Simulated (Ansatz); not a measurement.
Cl2H4OSi

Input

```
crystal:
  periodic: [false, false, false]
  atoms:
    - {symbol: Si, position_ang: [-0.341931, -0.184094, -0.399838]}
    - {symbol: O, position_ang: [1.061074, 0.732900, 0.336362]}
    - {symbol: Cl, position_ang: [-0.044892, -1.879634, -1.535125]}
    - {symbol: Cl, position_ang: [-2.158469, 0.058644, 0.555129]}
    - {symbol: H, position_ang: [-0.509632, 0.799189, -1.492524]}
    - {symbol: H, position_ang: [0.815231, -0.147360, 1.043895]}
    - {symbol: H, position_ang: [0.200279, -1.049874, 0.935770]}
    - {symbol: H, position_ang: [0.978340, 1.670129, 0.556331]}
basis:
  gaussian: {orbitals: def2-TZVPP}
hamiltonian: {xc: pbe0, dispersion: d4}
output: {orbitals: {seedname: orbitals}}
```

Run with:

```sh
ansatz run in.yaml --threads 4 --pin off --events-out ev --progress --plain --max-ram 9574MiB
```

A transition-state structure; geometry: PBE0-D4/def2-TZVP.

The calculation used RKS PBE0-D4/def2-TZVPP (Ansatz 0.2.0).

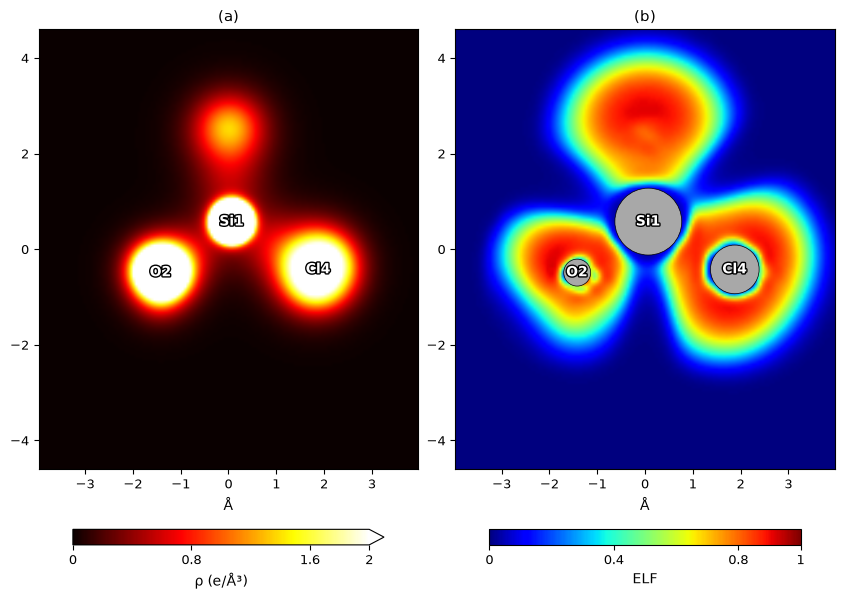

Figure 1. (a) total electron density; (b) electron localisation function on the plane of atoms O2, Si1 and Cl4. Grey discs cover the atomic cores in the ELF map.

> Read the bonding off the picture.

The section cuts through Si, O and Cl sites. Si–O (1.83 Å): ρ is about 0.79 e/Å³ halfway; the ELF peaks at about 0.85 between the atoms: a polar covalent bond. Si–Cl (2.07 Å): ρ is about 0.89 e/Å³ halfway; the ELF peaks at about 0.85 between the atoms; a polar covalent bond. The ELF also peaks beside Cl4, O2 and Cl3, away from the bonds: lone-pair regions.

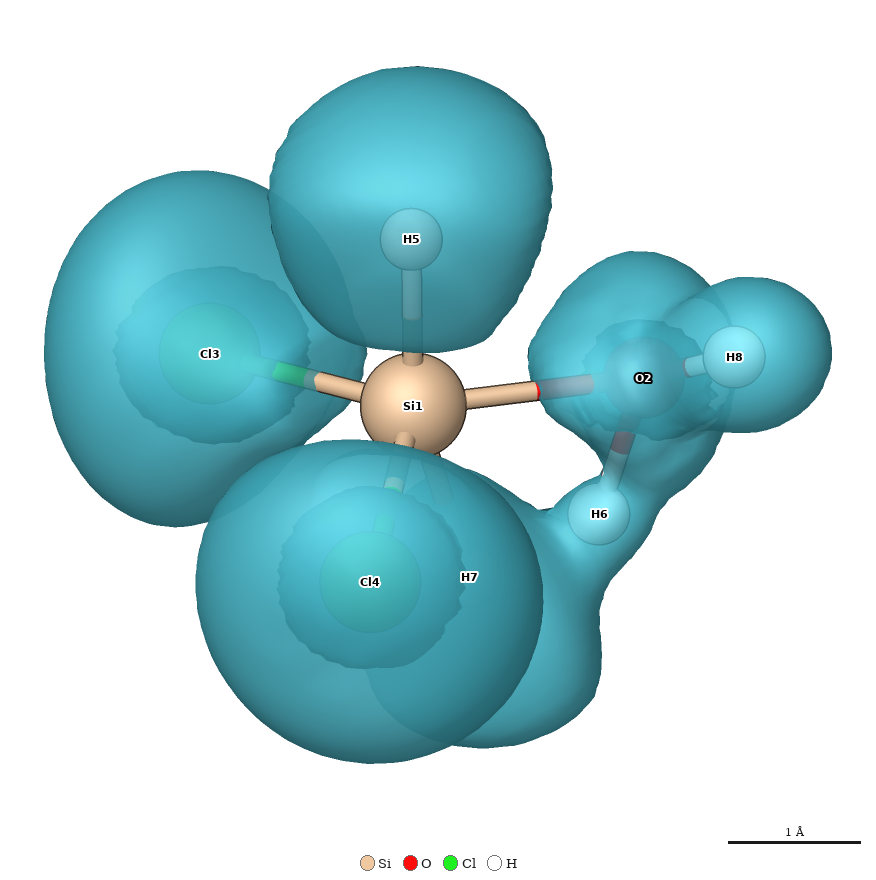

Figure 2. Isosurface of the ELF at 0.75 (cyan), seen from one side. Only the valence region is drawn (cores and ρ < 0.01 e/Å³ removed).

> Where are the electrons localised?

The surface consists of one region around a hydrogen nucleus, two regions on Cl in which the atom's valence shell and bonds are merged and one joined region spread over several atoms (H, O), in which their bonds and any lone pairs are merged. Profiles from the grid: Si–Cl (2.06 Å): the ELF peaks at about 0.85 between the atoms; a shared but strongly polarised pair.

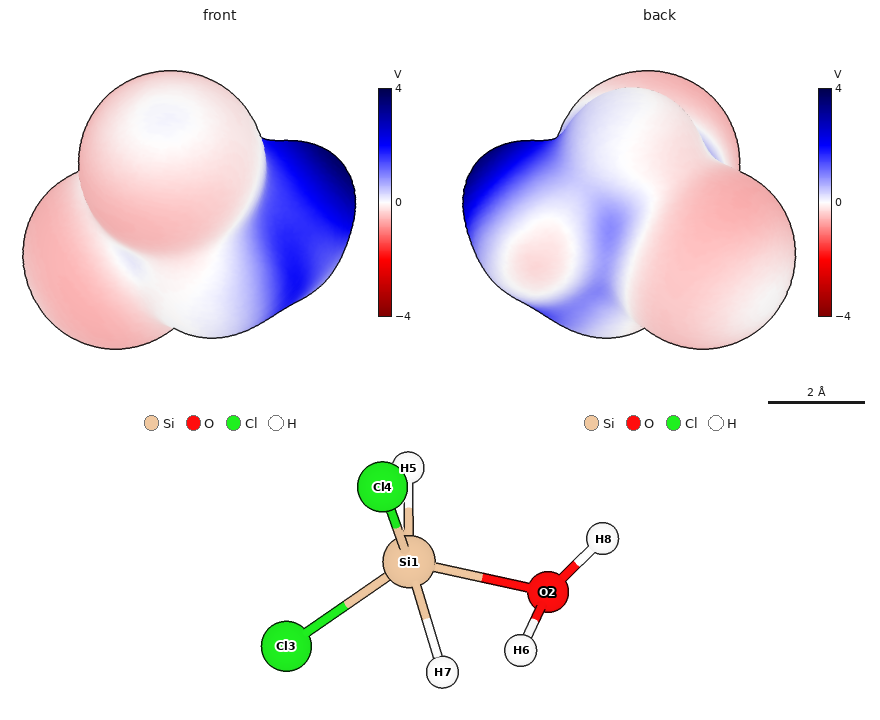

Figure 3. The molecular electrostatic potential painted on the density surface at 0.002 e/bohr³, seen from the front and from behind; red is negative and blue positive. The bare structure is drawn below in the same view.

> Where is the surface potential most negative and most positive?

The most negative region (about −0.6 V) lies over Cl3, the most positive (about +3.6 V) over H8.
